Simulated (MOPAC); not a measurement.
# SnCl4: geometry relaxation

System: SnCl4, SMILES [Cl][Sn]([Cl])([Cl])[Cl].
Method: PM6-D3, closed shell, dispersion D3 (MOPAC 23.2.5).

The atoms were displaced at random from an optimised geometry.

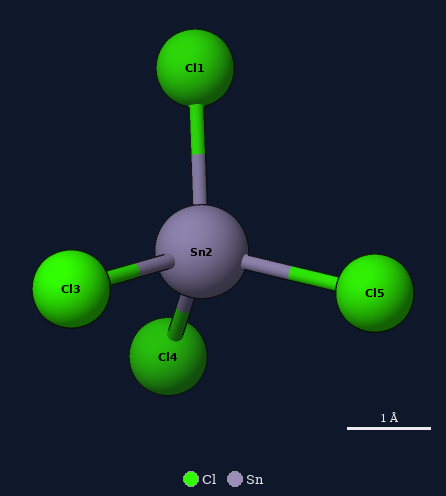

Fig. 1: The starting structure (ball-and-stick view, seen at a tilt; atoms are numbered from 1 in the order of the input). Sticks mark near contacts. Bond lengths as drawn: Cl–Sn 2.28 to 2.31 Å.

## Key numbers

| quantity | value |
| --- | --- |
| outcome | converged |
| total energy | −40.271765 hartree |
| dispersion energy | −0.002870 hartree |
| heat of formation | −110.51 kcal/mol |
| basis functions | 40 |
| largest force | 0.000 eV/Å |
| HOMO | −12.26 eV |
| LUMO | −3.12 eV |
| dipole moment | 0.00 D |
| hardware | 1 thread of Arm Neoverse N1, 90 GiB of memory available, shared host |
| peak memory | 0.097 GiB |

MOPAC's energies along a path are heats of formation.

## Input file (job.mop)
```
PM6-D3 CYCLES=300 GNORM=0.05 MULLIK DISP EF BONDS AUX(PRECISION=6) THREADS=1
Cl4Sn, PM6-D3
[Cl][Sn]([Cl])([Cl])[Cl]
Cl    -1.082340 1    -0.164198 1     2.022056 1
Sn    -0.004579 1    -0.008501 1     0.001995 1
Cl     1.901742 1    -1.287392 1     0.053289 1
Cl    -1.359429 1    -0.749610 1    -1.672349 1
Cl     0.549695 1     2.203081 1    -0.392294 1
```

Launch command:
```bash
mopac job.mop
```

## Log
```
MOPAC v23.2.5
PM6-D3 CALCULATION RESULTS

 *  PM6-D3     - CORRECT DISPERSION USING D3 METHOD
 *  EF         - USE EF ROUTINE FOR MINIMUM SEARCH
 *  THREADS=1  - MULTI-THREADING NOT USED
 *  CYCLES=    - DO A MAXIMUM OF 300 STEPS
 *  GNORM      - EXIT WHEN GRADIENT NORM DROPS BELOW 0.050
 *  AUX        - OUTPUT AUXILIARY INFORMATION
 *  DISP       - PRINT DISPERSION AND HYDROGEN BOND ENERGIES
 *  BONDS      - FINAL BOND-ORDER MATRIX TO BE PRINTED
 *  MULLIK     - THE MULLIKEN ANALYSIS TO BE PERFORMED
PM6-D3 CYCLES=300 GNORM=0.05 MULLIK DISP EF BONDS AUX(PRECISION=6) THREADS=1
 Cl4Sn, PM6-D3
 [Cl][Sn]([Cl])([Cl])[Cl]
   ATOM   CHEMICAL          X               Y               Z
  NUMBER   SYMBOL      (ANGSTROMS)     (ANGSTROMS)     (ANGSTROMS)

     1      Cl         -1.08234000  *  -0.16419800  *   2.02205600  *
     2      Sn         -0.00457900  *  -0.00850100  *   0.00199500  *
     3      Cl          1.90174200  *  -1.28739200  *   0.05328900  *
     4      Cl         -1.35942900  *  -0.74961000  *  -1.67234900  *
     5      Cl          0.54969500  *   2.20308100  *  -0.39229400  *

          CARTESIAN COORDINATES

    NO.       ATOM           X           Y           Z

     1        Cl         -1.0823     -0.1642      2.0221
     2        Sn         -0.0046     -0.0085      0.0020
     3        Cl          1.9017     -1.2874      0.0533
     4        Cl         -1.3594     -0.7496     -1.6723
     5        Cl          0.5497      2.2031     -0.3923

           Empirical Formula: Cl4 Sn  =     5 atoms

      MOLECULAR POINT GROUP   :   C1

      RHF CALCULATION, NO. OF DOUBLY OCCUPIED LEVELS = 16

          Geometry optimization using EF

          DIAGONAL MATRIX USED AS START HESSIAN
```

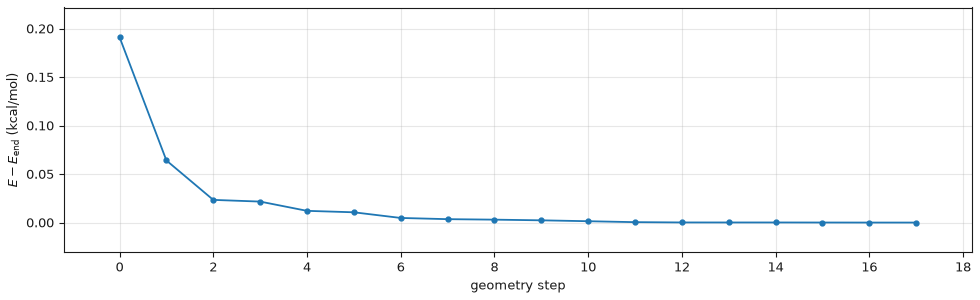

Fig. 2: Progress of the relaxation, step by step (steps are counted from 0).

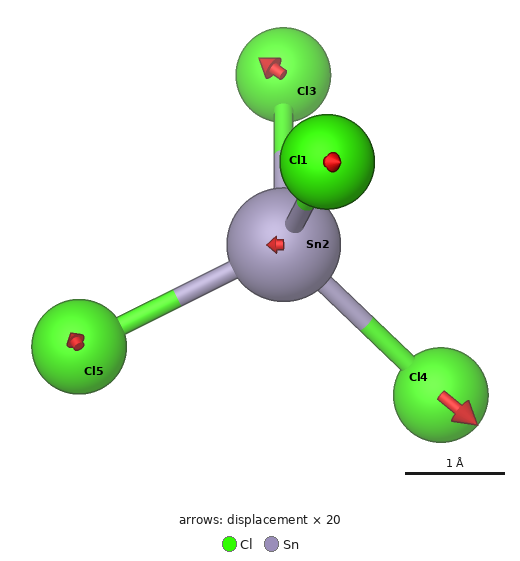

Fig. 3: The starting structure with the displacements as red arrows, magnified 20 times (ball-and-stick view, seen at an oblique angle). The two geometries are laid on each other by the best rigid fit. Over 17 geometry steps the energy falls by 0.19 kcal/mol. The largest force component goes from 0.3 to 0.00031 eV/Å. Cl4 moves most after the best rigid fit: 0.025 Å. Largest moves by element: Cl 0.025 Å, Sn 0.009 Å. Among the contacts that change: Sn2–Cl4 2.278 → 2.306 Å, Cl1–Sn2 2.295 → 2.306 Å, Sn2–Cl3 2.296 → 2.306 Å, Sn2–Cl5 2.314 → 2.306 Å. (Atoms are counted from 1 in the order of the input.)

```
 CYCLE:     1 TIME:   0.008 TIME LEFT:  2.00D  GRAD.:    14.258 HEAT: -110.3226
 CYCLE:     2 TIME:   0.008 TIME LEFT:  2.00D  GRAD.:     7.666 HEAT: -110.4497
 CYCLE:     3 TIME:   0.008 TIME LEFT:  2.00D  GRAD.:     3.704 HEAT: -110.4904
 CYCLE:     4 TIME:   0.008 TIME LEFT:  2.00D  GRAD.:     3.606 HEAT: -110.4921
 CYCLE:     5 TIME:   0.008 TIME LEFT:  2.00D  GRAD.:     1.011 HEAT: -110.5017
 CYCLE:     6 TIME:   0.008 TIME LEFT:  2.00D  GRAD.:     0.886 HEAT: -110.5032
 CYCLE:     7 TIME:   0.008 TIME LEFT:  2.00D  GRAD.:     1.094 HEAT: -110.5090
 CYCLE:     8 TIME:   0.008 TIME LEFT:  2.00D  GRAD.:     0.508 HEAT: -110.5102
 CYCLE:     9 TIME:   0.008 TIME LEFT:  2.00D  GRAD.:     0.422 HEAT: -110.5108
 CYCLE:    10 TIME:   0.000 TIME LEFT:  2.00D  GRAD.:     0.601 HEAT: -110.5115
 CYCLE:    11 TIME:   0.008 TIME LEFT:  2.00D  GRAD.:     0.710 HEAT: -110.5124
 CYCLE:    12 TIME:   0.008 TIME LEFT:  2.00D  GRAD.:     0.423 HEAT: -110.5133
 CYCLE:    13 TIME:   0.008 TIME LEFT:  2.00D  GRAD.:     0.189 HEAT: -110.5136
 CYCLE:    14 TIME:   0.008 TIME LEFT:  2.00D  GRAD.:     0.112 HEAT: -110.5137
 CYCLE:    15 TIME:   0.008 TIME LEFT:  2.00D  GRAD.:     0.094 HEAT: -110.5137
 CYCLE:    16 TIME:   0.008 TIME LEFT:  2.00D  GRAD.:     0.111 HEAT: -110.5137
 CYCLE:    17 TIME:   0.008 TIME LEFT:  2.00D  GRAD.:     0.082 HEAT: -110.5137
 CYCLE:    18 TIME:   0.000 TIME LEFT:  2.00D  GRAD.:     0.016 HEAT: -110.5138

     GRADIENT =  0.01569 IS LESS THAN CUTOFF =  0.05000

 -------------------------------------------------------------------------------
 PM6-D3 CYCLES=300 GNORM=0.05 MULLIK DISP EF BONDS AUX(PRECISION=6) THREADS=1
 Cl4Sn, PM6-D3
 [Cl][Sn]([Cl])([Cl])[Cl]

     GEOMETRY OPTIMISED USING EIGENVECTOR FOLLOWING (EF).
     SCF FIELD WAS ACHIEVED

                              PM6-D3 CALCULATION

          FINAL HEAT OF FORMATION =       -110.51376 KCAL/MOL =    -462.38959 KJ/MOL

          TOTAL ENERGY            =     -25270.91370 KCAL/MOL = ELECTRONIC ENERGY + CORE-CORE REPULSION
          ENERGY OF ATOMS         =      25162.20101 KCAL/MOL
                              SUM =       -108.71269 KCAL/MOL
          DISPERSION ENERGY       =         -1.80107 KCAL/MOL
                              SUM =       -110.51376 KCAL/MOL = FINAL HEAT OF FORMATION

          TOTAL ENERGY            =      -1095.85054 EV
          ELECTRONIC ENERGY       =      -2757.47563 EV
          CORE-CORE REPULSION     =       1661.62509 EV
          COSMO AREA              =        158.10 SQUARE ANGSTROMS
          COSMO VOLUME            =        155.38 CUBIC ANGSTROMS

          GRADIENT NORM           =          0.01569          =       0.00702 PER ATOM
          IONIZATION POTENTIAL    =         12.255699 EV
          HOMO LUMO ENERGIES (EV) =        -12.256 -3.116
          NO. OF FILLED LEVELS    =         16
          MOLECULAR WEIGHT        =        260.5020         POINT GROUP:  Td

          MOLECULAR DIMENSIONS (Angstroms)

            Atom       Atom       Distance
           Cl     4   Cl     1     3.76649
           Cl     5   Cl     3     3.76625
           Cl     1   Cl     3     2.66291

          SCF CALCULATIONS        =         19

          WALL-CLOCK TIME         =      0.141 SECONDS
          COMPUTATION TIME        =      0.144 SECONDS

   ATOM   CHEMICAL          X               Y               Z
  NUMBER   SYMBOL      (ANGSTROMS)     (ANGSTROMS)     (ANGSTROMS)

     1      Cl         -1.09251992  *  -0.16866391  *   2.02669485  *
     2      Sn          0.00010395  *  -0.00225759  *   0.00240911  *
     3      Cl          1.91672305  *  -1.28400749  *   0.05645234  *
     4      Cl         -1.38224645  *  -0.75732133  *  -1.68221428  *
     5      Cl          0.55914292  *   2.20045015  *  -0.39098860  *

                             CARTESIAN COORDINATES

   1   Cl       -1.092519921    -0.168663912     2.026694852
   2   Sn        0.000103948    -0.002257590     0.002409107
   3   Cl        1.916723047    -1.284007494     0.056452341
   4   Cl       -1.382246455    -0.757321330    -1.682214282
   5   Cl        0.559142925     2.200450150    -0.390988603

           Empirical Formula: Cl4 Sn  =     5 atoms

      MOLECULAR POINT GROUP   :   Td

                  EIGENVALUES
 -27.78210 -27.52026 -27.52011 -27.51985 -18.72518 -14.84292 -14.84267 -14.84202
 -12.39979 -12.39973 -12.27864 -12.27848 -12.27836 -12.25577 -12.25572 -12.25570
  -3.11581  -0.07817  -0.07785  -0.07763  88.52726  89.18633  89.18645  89.18662
  89.42642  89.42661  89.78567  89.78604  89.78681  90.39338  90.39374  90.39398
  90.47164  90.47177  90.47203  90.89748  90.89761  91.13265  91.13321  91.13345

              NET ATOMIC CHARGES AND DIPOLE CONTRIBUTIONS

  ATOM NO.   TYPE          CHARGE      No. of ELECS.   s-Pop       p-Pop       d-Pop
    1         Cl          -0.354468        7.3545     1.99718     5.35513     0.00216
    2         Sn           1.417854        2.5821     1.08727     1.49487
    3         Cl          -0.354498        7.3545     1.99718     5.35516     0.00216
    4         Cl          -0.354434        7.3544     1.99718     5.35510     0.00216
    5         Cl          -0.354453        7.3545     1.99718     5.35512     0.00216
 DIPOLE           X         Y         Z       TOTAL
 POINT-CHG.    -0.002     0.001    -0.001     0.002
 HYBRID        -0.000     0.000     0.000     0.000
 SUM           -0.002     0.001    -0.001     0.002

          ATOMIC ORBITAL ELECTRON POPULATIONS

     Atom    s        px        py        pz      x^2-y^2     xz        z^2       yz        xy
    1 Cl   1.99718   1.84698   1.97162   1.53653   0.00013   0.00080   0.00078   0.00033   0.00011
    2 Sn   1.08727   0.49826   0.49830   0.49831
    3 Cl   1.99718   1.58194   1.79896   1.97427   0.00051   0.00032   0.00033   0.00012   0.00087
    4 Cl   1.99718   1.77031   1.91362   1.67117   0.00024   0.00079   0.00045   0.00038   0.00029
    5 Cl   1.99718   1.94116   1.45592   1.95803   0.00079   0.00006   0.00031   0.00045   0.00054

          BONDING CONTRIBUTION OF EACH M.O.

  0.1304  0.0645  0.0645  0.0645  1.4091  1.3923  1.3923  1.3921  0.0506  0.0506
  0.0507  0.0507  0.0507  0.2770  0.2771  0.2771 -2.5169 -1.4856 -1.4857 -1.4858
 -0.0060 -0.0015 -0.0015 -0.0015 -0.0006 -0.0006 -0.0019 -0.0019 -0.0019 -0.0006
 -0.0006 -0.0006 -0.0001 -0.0001 -0.0001 -0.0001 -0.0001 -0.0001 -0.0001 -0.0001

            (VALENCIES)   BOND ORDERS

     1 Cl     (0.939)     2 Sn 0.809     3 Cl 0.043     4 Cl 0.043     5 Cl 0.043

     2 Sn     (3.237)     1 Cl 0.809     3 Cl 0.809     4 Cl 0.809     5 Cl 0.809

     3 Cl     (0.939)     2 Sn 0.809     1 Cl 0.043     4 Cl 0.043     5 Cl 0.043

     4 Cl     (0.939)     2 Sn 0.809     5 Cl 0.043     3 Cl 0.043     1 Cl 0.043

     5 Cl     (0.939)     2 Sn 0.809     4 Cl 0.043     3 Cl 0.043     1 Cl 0.043

           MULLIKEN POPULATION ANALYSIS

        MULLIKEN POPULATIONS AND CHARGES

      NO.  ATOM   POPULATION      CHARGE
        1   Cl     7.349516     -0.349516
        2   Sn     2.601949      1.398051
        3   Cl     7.349538     -0.349538
        4   Cl     7.349492     -0.349492
        5   Cl     7.349505     -0.349505

          Chemical-Potential Equalization

          Energy                    =                  NaN   kcal/mol
          Pot(1)                    =                  NaN   eV
          Dipole correction(1)      =                  NaN   au

 *                    *
 * JOB ENDED NORMALLY *
 *                    *

 TOTAL JOB TIME:             0.15 SECONDS

 == MOPAC DONE ==
```

## Trajectory as extended XYZ (Å, eV, eV/Å), 18 frames, from step=0 to step=17
```
5
Properties=species:S:1:pos:R:3:forces:R:3 step=0 energy=-4.78404
Cl   -1.0823   -0.1642    2.0221   -0.0864  -0.0133   0.1522
Sn   -0.0046   -0.0085    0.0020    0.2080   0.2979   0.1185
Cl    1.9017   -1.2874    0.0533    0.1435  -0.0804   0.0098
Cl   -1.3594   -0.7496   -1.6723   -0.2581  -0.1343  -0.2974
Cl    0.5497    2.2031   -0.3923   -0.0070  -0.0698   0.0167
5
Properties=species:S:1:pos:R:3:forces:R:3 step=1 energy=-4.78955
Cl   -1.0837   -0.1651    2.0415   -0.0082   0.0000  -0.0186
Sn   -0.0008    0.0024    0.0129   -0.1379  -0.1302  -0.1645
Cl    1.9045   -1.2926    0.0493    0.0371  -0.0103   0.0165
Cl   -1.3669   -0.7584   -1.7030    0.0865   0.0636   0.1654
Cl    0.5488    2.1981   -0.3969    0.0225   0.0769   0.0013
5
Properties=species:S:1:pos:R:3:forces:R:3 step=2 energy=-4.79132
Cl   -1.0841   -0.1653    2.0409    0.0307   0.0054  -0.0909
Sn   -0.0023   -0.0003    0.0033   -0.0285  -0.0210   0.1010
Cl    1.9055   -1.2926    0.0534    0.0304  -0.0057   0.0074
Cl   -1.3652   -0.7560   -1.6925   -0.0467  -0.0134  -0.0178
Cl    0.5493    2.2008   -0.3935    0.0141   0.0348   0.0002
5
Properties=species:S:1:pos:R:3:forces:R:3 step=3 energy=-4.79139
Cl   -1.0831   -0.1649    2.0316   -0.0483  -0.0070   0.0697
Sn   -0.0033   -0.0021    0.0078    0.0680   0.0543  -0.0665
Cl    1.9063   -1.2925    0.0521    0.0290  -0.0038   0.0098
Cl   -1.3657   -0.7555   -1.6893   -0.0493  -0.0165  -0.0259
Cl    0.5498    2.2032   -0.3943    0.0007  -0.0269   0.0130
5
Properties=species:S:1:pos:R:3:forces:R:3 step=4 energy=-4.79181
Cl   -1.0837   -0.1652    2.0358   -0.0117  -0.0012  -0.0051
Sn   -0.0025   -0.0008    0.0060    0.0143  -0.0003  -0.0086
Cl    1.9066   -1.2929    0.0529    0.0197   0.0022   0.0079
Cl   -1.3667   -0.7564   -1.6917   -0.0298  -0.0048  -0.0002
Cl    0.5497    2.2022   -0.3937    0.0075   0.0041   0.0060
5
Properties=species:S:1:pos:R:3:forces:R:3 step=5 energy=-4.79187
Cl   -1.0839   -0.1652    2.0355   -0.0082  -0.0009  -0.0107
Sn   -0.0022   -0.0007    0.0053    0.0113  -0.0038  -0.0019
Cl    1.9072   -1.2929    0.0535    0.0159   0.0044   0.0067
Cl   -1.3678   -0.7567   -1.6913   -0.0267  -0.0037   0.0011
Cl    0.5499    2.2025   -0.3930    0.0076   0.0040   0.0048
5
Properties=species:S:1:pos:R:3:forces:R:3 step=6 energy=-4.79212
Cl   -1.0862   -0.1650    2.0286    0.0029  -0.0011  -0.0203
Sn    0.0012   -0.0010   -0.0008   -0.0048  -0.0175   0.0269
Cl    1.9128   -1.2921    0.0593   -0.0098   0.0187  -0.0068
Cl   -1.3796   -0.7596   -1.6858    0.0044   0.0068   0.0077
Cl    0.5521    2.2050   -0.3863    0.0073  -0.0069  -0.0075
5
Properties=species:S:1:pos:R:3:forces:R:3 step=7 energy=-4.79218
Cl   -1.0860   -0.1651    2.0290   -0.0050  -0.0021  -0.0060
Sn    0.0006   -0.0013    0.0008   -0.0017  -0.0068   0.0094
Cl    1.9118   -1.2916    0.0580    0.0019   0.0108  -0.0037
Cl   -1.3776   -0.7588   -1.6863   -0.0023   0.0038   0.0049
Cl    0.5519    2.2042   -0.3877    0.0071  -0.0057  -0.0046
5
Properties=species:S:1:pos:R:3:forces:R:3 step=8 energy=-4.79220
Cl   -1.0864   -0.1653    2.0284   -0.0093  -0.0028   0.0038
Sn    0.0007   -0.0016    0.0012   -0.0023  -0.0004   0.0001
Cl    1.9119   -1.2909    0.0578    0.0081   0.0057  -0.0029
Cl   -1.3777   -0.7584   -1.6859   -0.0035   0.0025   0.0030
Cl    0.5522    2.2038   -0.3882    0.0069  -0.0049  -0.0040
5
Properties=species:S:1:pos:R:3:forces:R:3 step=9 energy=-4.79223
Cl   -1.0874   -0.1657    2.0273   -0.0120  -0.0033   0.0125
Sn    0.0009   -0.0020    0.0017   -0.0043   0.0056  -0.0078
Cl    1.9127   -1.2895    0.0576    0.0131   0.0002  -0.0023
Cl   -1.3787   -0.7578   -1.6849   -0.0034   0.0009   0.0009
Cl    0.5531    2.2030   -0.3887    0.0066  -0.0034  -0.0034
5
Properties=species:S:1:pos:R:3:forces:R:3 step=10 energy=-4.79227
Cl   -1.0894   -0.1666    2.0263   -0.0113  -0.0032   0.0167
Sn    0.0011   -0.0025    0.0021   -0.0064   0.0092  -0.0119
Cl    1.9143   -1.2875    0.0574    0.0142  -0.0040  -0.0017
Cl   -1.3804   -0.7569   -1.6835   -0.0022  -0.0009  -0.0008
Cl    0.5547    2.2019   -0.3897    0.0056  -0.0011  -0.0023
5
Properties=species:S:1:pos:R:3:forces:R:3 step=11 energy=-4.79231
Cl   -1.0927   -0.1682    2.0256   -0.0034  -0.0017   0.0099
Sn    0.0012   -0.0031    0.0027   -0.0061   0.0071  -0.0077
Cl    1.9173   -1.2844    0.0570    0.0057  -0.0042  -0.0005
Cl   -1.3829   -0.7555   -1.6817    0.0004  -0.0031  -0.0017
Cl    0.5575    2.2001   -0.3915    0.0034   0.0019   0.0001
5
Properties=species:S:1:pos:R:3:forces:R:3 step=12 energy=-4.79232
Cl   -1.0924   -0.1683    2.0270    0.0023  -0.0003  -0.0036
Sn    0.0007   -0.0027    0.0026   -0.0010  -0.0014   0.0028
Cl    1.9171   -1.2851    0.0569   -0.0040   0.0032  -0.0005
Cl   -1.3820   -0.7559   -1.6826    0.0001  -0.0019   0.0006
Cl    0.5574    2.2004   -0.3916    0.0026   0.0004   0.0007
5
Properties=species:S:1:pos:R:3:forces:R:3 step=13 energy=-4.79233
Cl   -1.0924   -0.1683    2.0268    0.0010  -0.0006  -0.0008
Sn    0.0007   -0.0027    0.0026   -0.0016   0.0003   0.0005
Cl    1.9171   -1.2849    0.0569   -0.0021   0.0017  -0.0005
Cl   -1.3821   -0.7559   -1.6825    0.0001  -0.0020   0.0002
Cl    0.5575    2.2004   -0.3916    0.0026   0.0006   0.0006
5
Properties=species:S:1:pos:R:3:forces:R:3 step=14 energy=-4.79233
Cl   -1.0924   -0.1683    2.0266    0.0002  -0.0006   0.0009
Sn    0.0007   -0.0027    0.0026   -0.0017   0.0012  -0.0009
Cl    1.9170   -1.2848    0.0568   -0.0007   0.0007  -0.0004
Cl   -1.3822   -0.7560   -1.6824    0.0000  -0.0018   0.0000
Cl    0.5577    2.2004   -0.3915    0.0023   0.0005   0.0005
5
Properties=species:S:1:pos:R:3:forces:R:3 step=15 energy=-4.79233
Cl   -1.0925   -0.1685    2.0265   -0.0009  -0.0004   0.0026
Sn    0.0005   -0.0026    0.0025   -0.0013   0.0020  -0.0023
Cl    1.9169   -1.2843    0.0567    0.0009  -0.0007  -0.0003
Cl   -1.3823   -0.7565   -1.6822   -0.0001  -0.0011  -0.0003
Cl    0.5583    2.2004   -0.3913    0.0013   0.0003   0.0002
5
Properties=species:S:1:pos:R:3:forces:R:3 step=16 energy=-4.79233
Cl   -1.0925   -0.1686    2.0265   -0.0009   0.0000   0.0021
Sn    0.0003   -0.0024    0.0025   -0.0005   0.0013  -0.0017
Cl    1.9168   -1.2841    0.0565    0.0011  -0.0010  -0.0003
Cl   -1.3823   -0.7570   -1.6821   -0.0001  -0.0003  -0.0002
Cl    0.5589    2.2004   -0.3911    0.0004   0.0001   0.0000
5
Properties=species:S:1:pos:R:3:forces:R:3 step=17 energy=-4.79233
Cl   -1.0925   -0.1687    2.0267    0.0000   0.0003   0.0000
Sn    0.0001   -0.0023    0.0024    0.0003  -0.0002   0.0001
Cl    1.9167   -1.2840    0.0565    0.0000  -0.0003  -0.0002
Cl   -1.3822   -0.7573   -1.6822   -0.0001   0.0002   0.0002
Cl    0.5591    2.2005   -0.3910   -0.0001  -0.0001  -0.0001
```

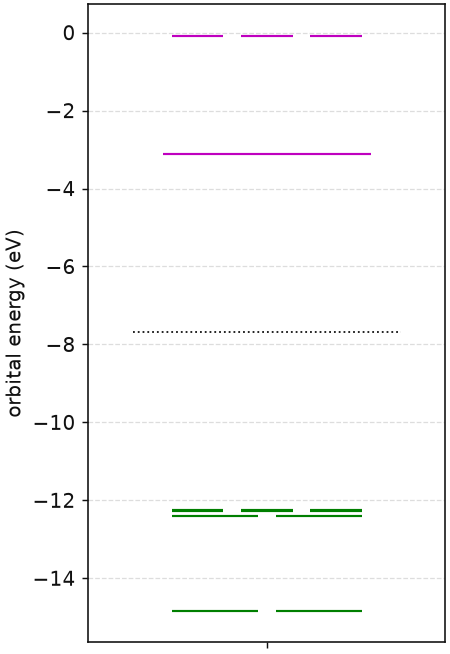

Fig. 4: Orbital energies near the frontier; the dotted line parts filled from empty levels, and levels within 0.02 eV of each other stand side by side. Highest filled −12.26 eV, lowest empty −3.12 eV, 9.14 eV apart.

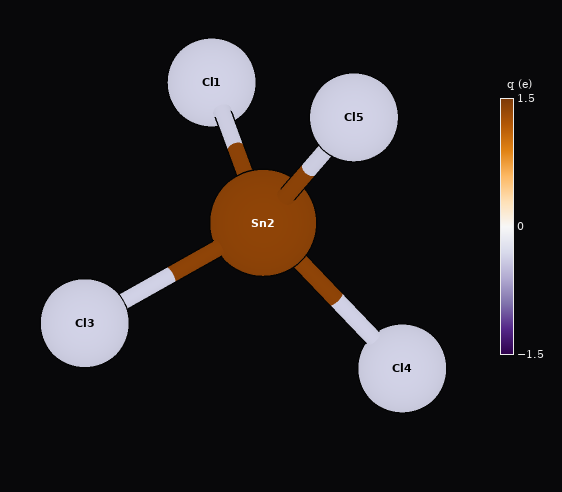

Fig. 5: Mulliken charges, as the colour of each atom (ball-and-stick view, seen at a tilt; atoms are numbered from 1 in the order of the input). By element: Cl −0.35 and Sn +1.40 e.
